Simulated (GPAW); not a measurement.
# Nb2N(OH)2 MXene monolayer in an electric field

Aim: the dipole that a field along the normal induces in Nb2N(OH)2 MXene monolayer.

Program: GPAW 26.7.0. Level of theory: GPAW, PAW setups; layer in a repeated cell with vacuum, relaxation of atoms and in-plane cell, in the first sound run; inputs show where later runs differ. Results are calculated unless marked as measured.

### 1. The structure

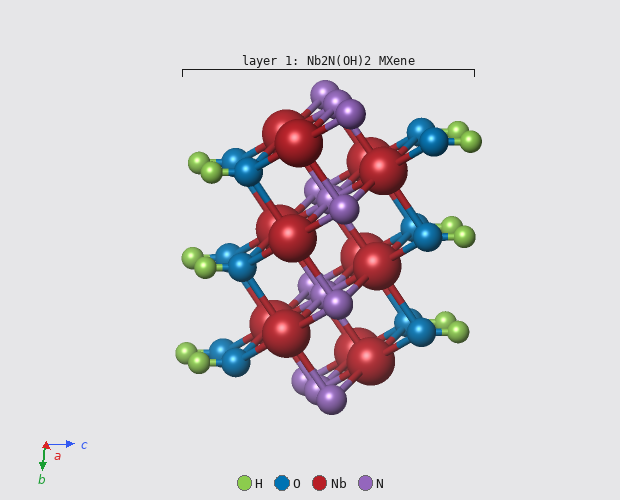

The cell as given, from the side, with the c axis across the page (hydrogen green, oxygen blue, niobium red, nitrogen purple). 2×3×1 cells are drawn. Some periodic images of atoms are drawn too.

The cell holds 7 atoms: 2 H, 2 O, 2 Nb and 1 N. Cell: a = 3.079 Å, b = 3.079 Å, c = 24.758 Å, α = 90.0°, β = 90.0°, γ = 120.0°. Vacuum lies along c.

### 2. Relaxing the atoms

Forces are removed first; all later runs use this geometry.

run.py

```python
import json
import numpy as np
from ase import Atoms
from ase.filters import FrechetCellFilter
from ase.optimize import BFGS
from gpaw import GPAW, PW

slab = Atoms(
    ['H', 'O', 'Nb', 'N', 'Nb', 'O', 'H'],
    positions=[
        [-0.00000, 1.77771, 9.00000],
        [-0.00000, 1.77771, 9.98000],
        [1.53954, 0.88885, 11.16417],
        [0.00000, 0.00000, 12.37909],
        [-0.00000, 1.77771, 13.59401],
        [1.53954, 0.88885, 14.77818],
        [1.53954, 0.88885, 15.75818]],
    cell=[[3.07908, 0.0, 0.0], [-1.53954, 2.66656, 0.0], [0.0, 0.0, 24.7582]],
    pbc=[True, True, True])

slab.calc = GPAW(mode=PW(600), xc='PBE', kpts={'size': (12, 12, 1), 'gamma': True},
                 occupations={'name': 'fermi-dirac', 'width': 0.05}, nbands='160%',
                 convergence={'density': 1e-05}, maxiter=200,
                 symmetry={'tolerance': 1e-3}, txt='slab.txt')
result = {}
# The in-plane cell is free; stress needs a cell that repeats along all three vectors
path = []
opt = BFGS(FrechetCellFilter(slab, mask=[1, 1, 0, 0, 0, 1]), maxstep=0.2)
opt.attach(lambda: path.append((slab.get_potential_energy(), slab.positions.tolist(), slab.get_forces().tolist())))
result['relaxed'] = bool(opt.run(fmax=0.02, steps=45))
result['path'] = path
result['cell'] = slab.cell.tolist()
print('in-plane lattice', slab.cell.cellpar().round(4)[[0, 1, 5]])
energy = slab.get_potential_energy()
fermi = slab.calc.get_fermi_level()
v = slab.calc.get_electrostatic_potential().mean((0, 1)) - fermi
n = slab.calc.get_pseudo_density().mean((0, 1))
L = slab.cell[2, 2]
z = np.arange(len(v)) * L / len(v)
low, high = slab.positions[:, 2].min(), slab.positions[:, 2].max()
below, above = np.interp([low - 6.8, high + 6.8], z, v)
slopes = [np.interp(x, z, np.gradient(v, z)) for x in (low - 6.8, high + 6.8)]
eps = np.array([[slab.calc.get_eigenvalues(k, s) for k in range(len(slab.calc.get_ibz_k_points()))]
                for s in range(slab.calc.get_number_of_spins())]) - fermi
top, bottom = eps[eps < 0].max(), eps[eps > 0].min()
dipole = slab.get_dipole_moment()[2]
print(f'energy {energy:.4f} eV, Fermi level {fermi:.4f} eV, dipole {dipole:.5f} e A')
print(f'potential 6.8 A off the faces, from the Fermi level: lower {below:.4f} eV, upper {above:.4f} eV')
print(f'slope of the potential there: lower {slopes[0]:.5f}, upper {slopes[1]:.5f} eV/A')
print(f'nearest levels on the mesh: {top:.4f} and {bottom:.4f} eV')
print('magnetic moment', round(slab.get_magnetic_moment(), 3))
result.update(energy=energy, fermi=fermi, dipole=dipole, below=below, above=above, slopes=slopes, edges=[top, bottom],
              z=z.tolist(), v=v.tolist(), n=n.tolist(), positions=slab.positions.tolist(),
              forces=slab.get_forces(apply_constraint=False).tolist(), moments=slab.get_magnetic_moments().tolist())
json.dump(result, open('result.json', 'w'))
```

On the command line:

```
$ OMP_NUM_THREADS=1 OPENBLAS_NUM_THREADS=1 python run.py
```

The log of the run:

```text
Step          Energy          fmax
BFGS:    0      -52.975696        2.657201
BFGS:    1      -53.217708        1.375910
BFGS:    2      -53.470069        1.265954
BFGS:    3      -52.416707        6.165320
BFGS:    4      -53.574865        0.667569
BFGS:    5      -53.593917        0.613513
BFGS:    6      -53.670649        0.438582
BFGS:    7      -53.736791        0.542106
BFGS:    8      -53.768973        0.365648
BFGS:    9      -53.788764        0.299298
BFGS:   10      -53.812520        0.324285
BFGS:   11      -53.845743        0.396326
BFGS:   12      -53.874305        0.416390
BFGS:   13      -53.885326        0.165497
BFGS:   14      -53.884761        0.020321
BFGS:   15      -53.884538        0.001755
in-plane lattice [  3.2094   3.2094 120.    ]
energy -53.8739 eV, Fermi level 1.4785 eV, dipole -0.00031 e A
potential 6.8 A off the faces, from the Fermi level: lower 2.5272 eV, upper 2.5284 eV
slope of the potential there: lower -0.00109, upper 0.00055 eV/A
nearest levels on the mesh: -0.0083 and 0.0141 eV
magnetic moment 0.0
```

It took 30 min on 1 thread of Arm Neoverse V1, shared host; peak memory 0.64 GiB.

Numbers from this step:

```
dipole along the normal                    : -3.09e-4 e·Å
levels nearest the Fermi level on the mesh : -0.008285, 0.01415 eV from the Fermi level
```

The electrostatic potential energy of an electron (without an applied field's), less the Fermi level, planar mean oscillates, so the rows of the table below give means over windows of 1.59 Å about each position, cut where the curve ends. Its maxima inside the range that stand out by 2 % of the span (Å: eV): 9.4: -0.563, 10.4: -6.75, 12.0: -12.6, 12.7: -12.6, 14.3: -6.75, 15.4: -0.558. Its minima: 9.0: -1.39, 10.0: -10.5, 11.3: -23.6, 12.4: -16.2, 13.4: -23.6, 14.8: -10.5, 15.7: -1.39.

The electrostatic potential energy of an electron (without an applied field's), less the Fermi level, planar mean by z; means over each step:

```
z (Å)  electrostatic potential energy of an electron (without an applied field's), less the Fermi level, planar mean (eV)
 0.80                                                                                                                2.53
 2.39                                                                                                                2.53
 3.98                                                                                                                2.52
 5.57                                                                                                                2.48
 7.16                                                                                                                2.11
 8.75                                                                                                             -0.0478
10.34                                                                                                               -9.68
11.93                                                                                                               -17.0
13.52                                                                                                               -16.4
15.11                                                                                                               -4.61
16.70                                                                                                                1.19
18.29                                                                                                                2.36
19.88                                                                                                                2.51
21.47                                                                                                                2.53
23.06                                                                                                                2.53
24.65                                                                                                                2.53
```

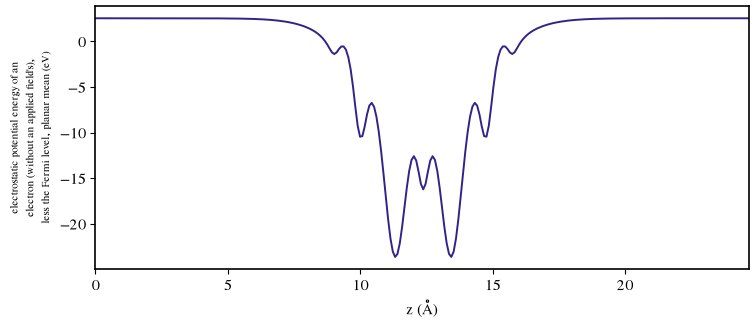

Electrostatic potential energy of an electron (without an applied field's), less the Fermi level, planar mean against z.

The pseudo valence density, planar mean oscillates, so the rows of the table below give means over windows of 1.24 Å about each position, cut where the curve ends. Its maxima inside the range that stand out by 2 % of the span (Å: e/Å³): 10.1: 0.855, 11.3: 1.38, 12.4: 0.825, 13.4: 1.38, 14.7: 0.855. Its minima: 10.6: 0.486, 12.0: 0.782, 12.7: 0.782, 14.1: 0.486.

The pseudo valence density, planar mean by z; means over each step:

| z (Å) | pseudo valence density, planar mean (e/Å³) |
| --- | --- |
| 4.34 | 9.0e-5 |
| 5.58 | 5.1e-4 |
| 6.82 | 0.00225 |
| 8.06 | 0.0158 |
| 9.30 | 0.307 |
| 10.54 | 0.723 |
| 11.78 | 0.999 |
| 13.02 | 1.01 |
| 14.26 | 0.710 |
| 15.50 | 0.284 |
| 16.74 | 0.0142 |
| 17.98 | 0.00215 |
| 19.22 | 4.8e-4 |
| 20.46 | 8.5e-5 |

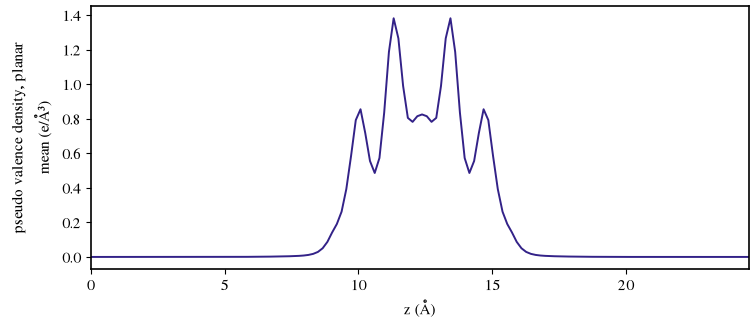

Pseudo valence density, planar mean against z.

The relaxation lowered the energy of the cell by 0.912 eV (energies extrapolated to zero smearing; the optimiser's log prints free energies). The largest force left on a free atom is 0.0018 eV/Å.

### 3. The slab's potential

With the geometry fixed, the planar mean of the potential gives the vacuum level on each side.

This step: GPAW, PAW setups; slab in vacuum (GPAW 26.7.0).

The cell differs from the one that the last finished run ended in (c 24.758 → 24.708 Å).

run.py

```python
import json
import numpy as np
from ase import Atoms
from gpaw import GPAW, PW

slab = Atoms(
    ['H', 'O', 'Nb', 'N', 'Nb', 'O', 'H'],
    positions=[
        [-0.00000, 1.85296, 9.00000],
        [-0.00000, 1.85296, 9.98019],
        [1.60470, 0.92647, 11.30214],
        [-0.00000, -0.00000, 12.35422],
        [-0.00000, 1.85296, 13.40629],
        [1.60470, 0.92647, 14.72824],
        [1.60470, 0.92647, 15.70843]],
    cell=[[3.20941, 0.0, 0.0], [-1.6047, 2.77943, 0.0], [0.0, 0.0, 24.7084]],
    pbc=[True, True, False])

slab.calc = GPAW(mode=PW(500), xc='PBE', kpts={'size': (12, 12, 1), 'gamma': True},
                 occupations={'name': 'fermi-dirac', 'width': 0.05}, nbands='160%',
                 convergence={'density': 1e-05}, maxiter=200,
                 poissonsolver={'dipolelayer': 'xy'},
                 symmetry={'tolerance': 1e-3}, txt='slab.txt')
result = {}
energy = slab.get_potential_energy()
fermi = slab.calc.get_fermi_level()
v = slab.calc.get_electrostatic_potential().mean((0, 1)) - fermi
n = slab.calc.get_pseudo_density().mean((0, 1))
L = slab.cell[2, 2]
z = np.arange(len(v)) * L / len(v)
low, high = slab.positions[:, 2].min(), slab.positions[:, 2].max()
below, above = np.interp([low - 6.8, high + 6.8], z, v)
slopes = [np.interp(x, z, np.gradient(v, z)) for x in (low - 6.8, high + 6.8)]
eps = np.array([[slab.calc.get_eigenvalues(k, s) for k in range(len(slab.calc.get_ibz_k_points()))]
                for s in range(slab.calc.get_number_of_spins())]) - fermi
top, bottom = eps[eps < 0].max(), eps[eps > 0].min()
dipole = slab.get_dipole_moment()[2]
print(f'energy {energy:.4f} eV, Fermi level {fermi:.4f} eV, dipole {dipole:.5f} e A')
print(f'potential 6.8 A off the faces, from the Fermi level: lower {below:.4f} eV, upper {above:.4f} eV')
print(f'slope of the potential there: lower {slopes[0]:.5f}, upper {slopes[1]:.5f} eV/A')
print(f'nearest levels on the mesh: {top:.4f} and {bottom:.4f} eV')
print('magnetic moment', round(slab.get_magnetic_moment(), 3))
result.update(energy=energy, fermi=fermi, dipole=dipole, below=below, above=above, slopes=slopes, edges=[top, bottom],
              z=z.tolist(), v=v.tolist(), n=n.tolist(), positions=slab.positions.tolist(),
              forces=slab.get_forces(apply_constraint=False).tolist(), moments=slab.get_magnetic_moments().tolist())
json.dump(result, open('result.json', 'w'))
```

The log of the run:

```text
energy -52.7432 eV, Fermi level 1.4779 eV, dipole 0.00054 e A
potential 6.8 A off the faces, from the Fermi level: lower 2.5499 eV, upper 2.5394 eV
slope of the potential there: lower -0.00032, upper 0.00032 eV/A
nearest levels on the mesh: -0.0101 and 0.0135 eV
magnetic moment 0.0
```

Run time: 2.2 min. Hardware: 1 thread; peak memory 0.29 GiB.

Numbers from this step:

```yaml
dipole_along_the_normal: 5.45e-4 e·Å
levels_nearest_the_fermi_level_on_the_mesh: -0.01014, 0.01348 eV from the Fermi level
upper_work_function: 2.539 eV
lower_work_function: 2.550 eV
```

The electrostatic potential energy of an electron (without an applied field's), less the Fermi level, planar mean oscillates, so the rows of the table below give means over windows of 1.54 Å about each position, cut where the curve ends. Its maxima inside the range that stand out by 2 % of the span (Å: eV): 9.3: -0.547, 10.4: -6.77, 12.0: -12.7, 12.7: -12.7, 14.3: -6.77, 15.4: -0.557. Its minima: 9.0: -1.37, 10.0: -10.5, 11.3: -23.6, 12.4: -16.3, 13.4: -23.6, 14.7: -10.5, 15.7: -1.38.

The electrostatic potential energy of an electron (without an applied field's), less the Fermi level, planar mean by z; means over each step:

```
z (Å)  electrostatic potential energy of an electron (without an applied field's), less the Fermi level, planar mean (eV)
 0.77                                                                                                                2.55
 2.31                                                                                                                2.55
 3.85                                                                                                                2.55
 5.39                                                                                                                2.51
 6.93                                                                                                                2.22
 8.47                                                                                                               0.365
10.01                                                                                                               -6.56
11.55                                                                                                               -17.7
13.09                                                                                                               -17.8
14.63                                                                                                               -7.14
16.17                                                                                                               0.249
17.71                                                                                                                2.18
19.25                                                                                                                2.49
20.79                                                                                                                2.53
22.33                                                                                                                2.54
23.87                                                                                                                2.54
```

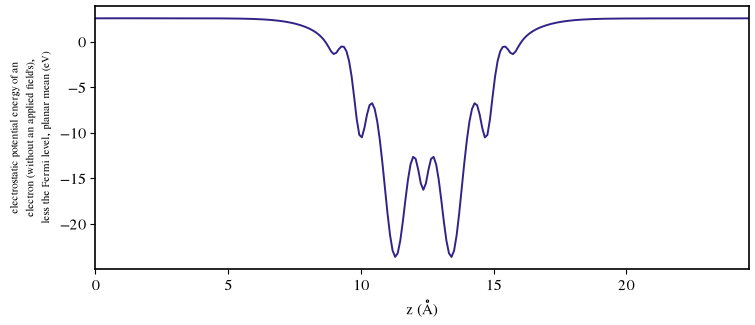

Electrostatic potential energy of an electron (without an applied field's), less the Fermi level, planar mean, plotted against z.

The pseudo valence density, planar mean oscillates, so the rows of the table below give means over windows of 1.35 Å about each position, cut where the curve ends. Its maxima inside the range that stand out by 2 % of the span (Å: e/Å³): 10.0: 0.858, 11.4: 1.35, 12.4: 0.822, 13.3: 1.35, 14.7: 0.858. Its minima: 10.6: 0.488, 12.0: 0.780, 12.7: 0.780, 14.1: 0.488.

The pseudo valence density, planar mean by z; means over each step:

```
z (Å)  pseudo valence density, planar mean (e/Å³)
 3.38                                      2.3e-5
 4.73                                      1.7e-4
 6.08                                     0.00100
 7.43                                     0.00492
 8.78                                       0.109
10.13                                       0.623
11.48                                        1.01
12.83                                       0.961
14.18                                       0.752
15.53                                       0.266
16.88                                      0.0104
18.23                                     0.00162
19.58                                      3.0e-4
20.93                                      4.3e-5
```

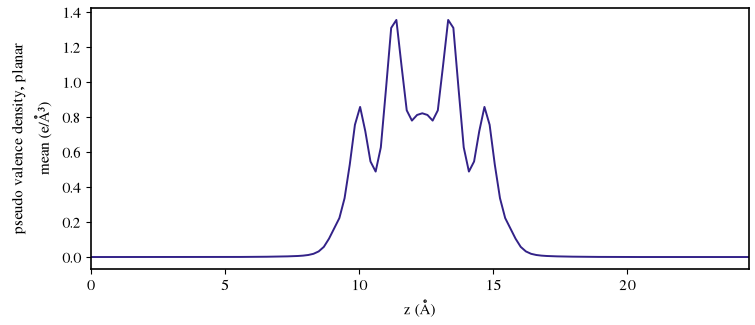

Pseudo valence density, planar mean, plotted against z.

Force by atom:

| atom | x (eV/Å) | y (eV/Å) | z (eV/Å) | size |
| --- | --- | --- | --- | --- |
| H1 | 0.000 | 0.000 | -0.097 | 0.097 |
| O2 | 0.000 | 0.000 | 0.161 | 0.161 |
| Nb3 | 0.000 | 0.000 | -0.014 | 0.014 |
| N4 | 0.000 | 0.000 | 0.000 | 0.000 |
| Nb5 | 0.000 | 0.000 | 0.014 | 0.014 |
| O6 | 0.000 | 0.000 | -0.161 | 0.161 |
| H7 | 0.000 | 0.000 | 0.097 | 0.097 |

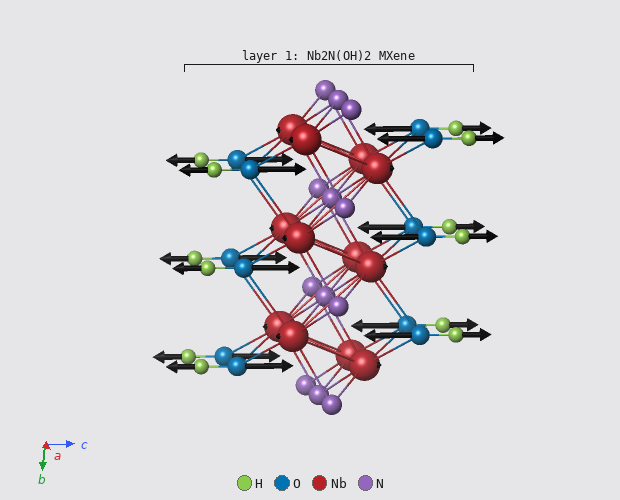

Force as arrows, the longest 0.161 eV/Å. 2×3×1 cells are drawn. Some periodic images of atoms are drawn too.

The potential is flat to 3.2e-4 eV/Å where it is read, so the vacuum is wide enough.

### 4. Field on

A uniform field along the normal polarises the slab; the atoms stay fixed, so this is the electronic response alone.

Changes to run.py since step 3:

```diff
@@ -4,2 +4,3 @@
 from gpaw import GPAW, PW
+from gpaw.external import ConstantElectricField
 
@@ -22,2 +23,3 @@
                  poissonsolver={'dipolelayer': 'xy'},
+                 external=ConstantElectricField(-0.2, [0, 0, 1]),
                  symmetry={'tolerance': 1e-3}, txt='slab.txt')
```

The log of the run:

```text
energy -52.7553 eV, Fermi level 1.4637 eV, dipole -0.12069 e A
potential 6.8 A off the faces, from the Fermi level: lower 1.3520 eV, upper 3.7997 eV
slope of the potential there: lower -0.00012, upper 0.00124 eV/A
nearest levels on the mesh: -0.0112 and 0.0095 eV
magnetic moment 0.0
```

Elapsed: 7.9 min, on 1 thread; peak memory 0.67 GiB.

Numbers from this step:

- dipole along the normal: -0.1207 e·Å
- levels nearest the Fermi level on the mesh: -0.01116, 0.009497 eV from the Fermi level
- potential below the slab, the applied field's own ramp left out: 1.352 eV from the Fermi level
- potential above the slab, the applied field's own ramp left out: 3.800 eV from the Fermi level

The electrostatic potential energy of an electron (without an applied field's), less the Fermi level, planar mean oscillates, so the rows of the table below give means over windows of 2.5 Å about each position, cut where the curve ends. Its maxima inside the range that stand out by 2 % of the span (Å: eV): 9.3: -1.21, 10.4: -7.17, 12.0: -12.7, 12.7: -12.6, 14.3: -6.37, 15.4: 0.101, 24.2: 3.80. Its minima: 9.0: -2.11, 10.0: -11.0, 11.3: -23.9, 12.4: -16.3, 13.4: -23.4, 14.7: -10.0, 15.7: -0.657.

Table of electrostatic potential energy of an electron (without an applied field's), less the Fermi level, planar mean by z; means over each step:

```
z (Å)  electrostatic potential energy of an electron (without an applied field's), less the Fermi level, planar mean (eV)
  0.0                                                                                                                1.54
  2.5                                                                                                                1.35
  5.0                                                                                                                1.33
  7.5                                                                                                               0.685
 10.0                                                                                                               -8.25
 12.5                                                                                                               -17.6
 15.0                                                                                                               -4.74
 17.5                                                                                                                3.03
 20.0                                                                                                                3.76
 22.5                                                                                                                3.80
```

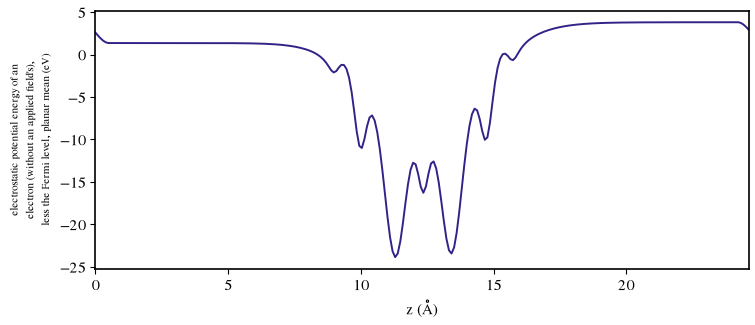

Electrostatic potential energy of an electron (without an applied field's), less the Fermi level, planar mean, plotted against z.

Force by atom:

```
atom  x (eV/Å)  y (eV/Å)  z (eV/Å)   size
  H1     0.000     0.000    -0.070  0.070
  O2     0.000     0.000     0.099  0.099
 Nb3     0.000     0.000     0.020  0.020
  N4     0.000     0.000    -0.008  0.008
 Nb5     0.000     0.000     0.039  0.039
  O6     0.000     0.000    -0.210  0.210
  H7     0.000     0.000     0.120  0.120
```

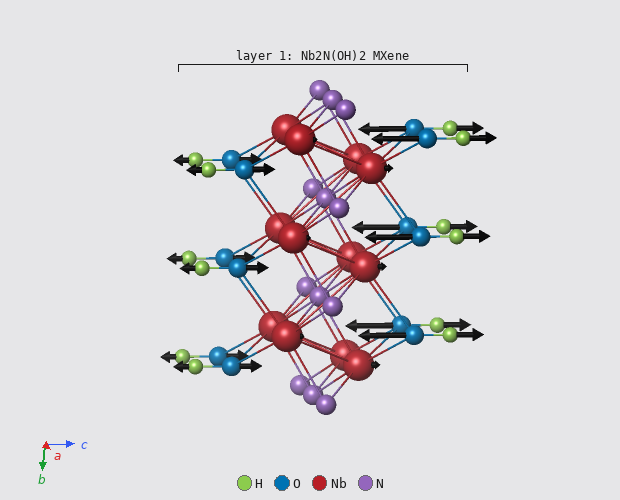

Force as arrows, the longest 0.210 eV/Å. 2×3×1 cells are drawn. Some periodic images of atoms are drawn too.

The dipole is now -0.121 e Å, against 5.4e-4 in the run without a field.

(Continued in part 2 of 2.)

[Logs are printed without paths, hosts, clocks, repeated set-up lines and the standing remarks that a program may print on its own settings, such as how far it seeks lower states.]

[Hosts, paths, dates, database ids (printed as entryN), source tags and the programs' standing remarks are cut or masked in the printed files.]
